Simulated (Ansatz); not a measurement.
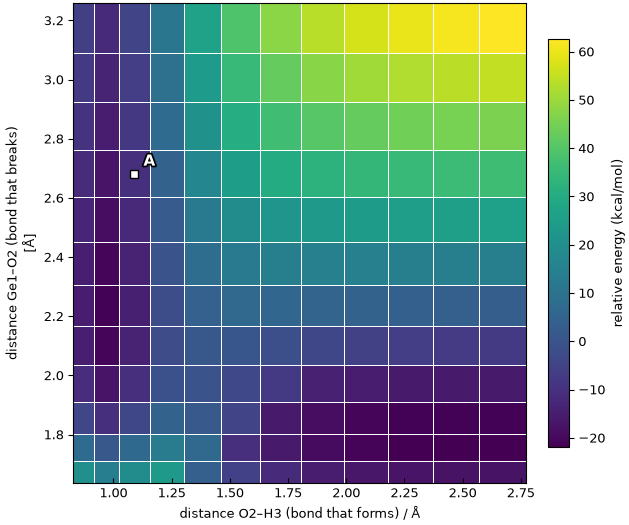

The reacting system GeH₄O (fragments GeH₂O + H₂ where the first distance is long, GeH₂ + H₂O where the second is long). The first coordinate is: distance O2–H3 (bond that forms); the second: distance Ge1–O2 (bond that breaks). Relaxed at each point: all other coordinates. Grid: 12 × 12 points. Points are written as (first, second). Energies are in kcal/mol, from a guessed transition structure relaxed with its forming and breaking bonds held. Energies and slopes of some neighbouring points disagree (a jump in structure or state, or too coarse a mesh). The reference is spin-restricted, so regions where a bond is pulled apart into radicals lie too high. Level of theory: RKS PBE0-D4/def2-TZVP (Ansatz 0.2.0).

The picture shows one coloured cell a grid point, the point A.

**Is A at rest? If not, where is it pushed?**

A, at (1.087 Å, 2.681 Å), is not a stationary point. The computed force is 97.6 kcal/mol for each Å towards smaller values of the first coordinate and 13 kcal/mol for each Å towards smaller values of the second coordinate.
